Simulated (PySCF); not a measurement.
C₇H₁₀NPSi

Input file:

```
{"job": {"kind": "nmr", "xc": "PBE0", "basis": "pcSseg-1"}, "charge": 0, "multiplicity": 1}
Si     3.528029     0.275257    -0.147540
N      1.949341     0.890173    -0.031164
P      0.490202     0.377406     0.003646
C     -0.213525    -0.636508    -1.355414
C     -1.506013    -0.913064    -1.184121
C     -2.189700    -0.375907     0.076030
C     -2.042146     1.149048     0.079107
C     -0.809568     1.654030     0.046731
C     -1.436391    -0.924371     1.291081
C     -0.136217    -0.649179     1.391062
H      3.752549    -0.554643    -1.384035
H      3.911211    -0.605056     1.011966
H      4.518507     1.395491    -0.188944
H      0.393932    -0.951544    -2.206251
H     -2.098562    -1.498157    -1.893616
H     -3.245890    -0.666991     0.104312
H     -2.946301     1.763493     0.107878
H     -0.548765     2.714008     0.044700
H     -1.988717    -1.514556     2.028240
H      0.519141    -0.969802     2.203498
```

Command:

```sh
OMP_NUM_THREADS=1 python probes_run.py task.json out
```

Geometry: PBE0-D3(BJ)/def2-SVP.

Theory: PBE0/pcSseg-1, SCF density, gas phase, non-relativistic in PySCF.

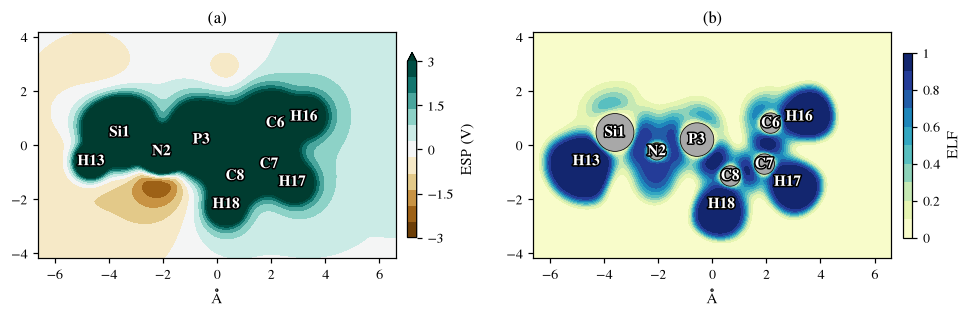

Figure 1. (a) electrostatic potential; (b) ELF on the plane of atoms C7, C6 and H16. Grey discs cover the atomic cores in the ELF map.

> Interpret the plot.

The section cuts through Si, N, P, C and H sites.
C–C (1.33 Å): the ELF peaks at about 0.90 between the atoms; a multiple bond.
P–N (1.55 Å): the ELF peaks at about 0.85 between the atoms (a polar covalent bond).
Si–N (1.70 Å): the ELF peaks at about 0.90 between the atoms, as expected for a polar covalent bond.
C–P (1.82 Å): the ELF peaks at about 0.95 between the atoms (a covalent bond).
C–H (1.09 Å): the ELF climbs to about 1 towards the hydrogen, as it does in any bond to H: an ordinary covalent bond to hydrogen.
The ELF also peaks beside N2, away from the bonds: lone-pair regions.
Outside the dense part of the molecule the potential is most negative (−2.4 V) near N2.

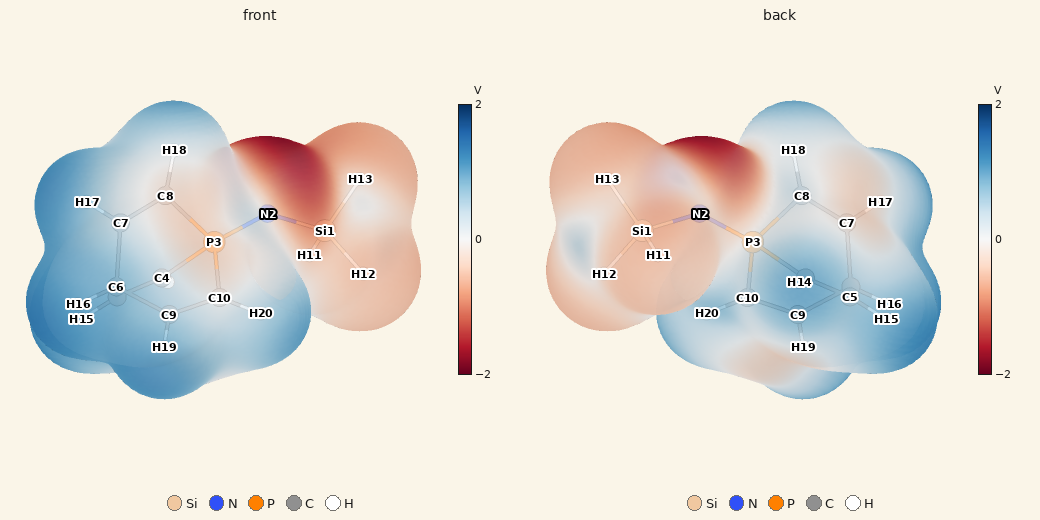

Figure 2. The electrostatic potential painted on the density surface at 0.002 e/bohr³, seen from the front and from behind; the colour scale runs from red (negative) to blue (positive).

> Where is the surface potential most negative and most positive?

The most negative region (about −1.8 V) lies over N2, the most positive (about +1.4 V) over H16. N2 is the likeliest acceptor of a hydrogen bond.
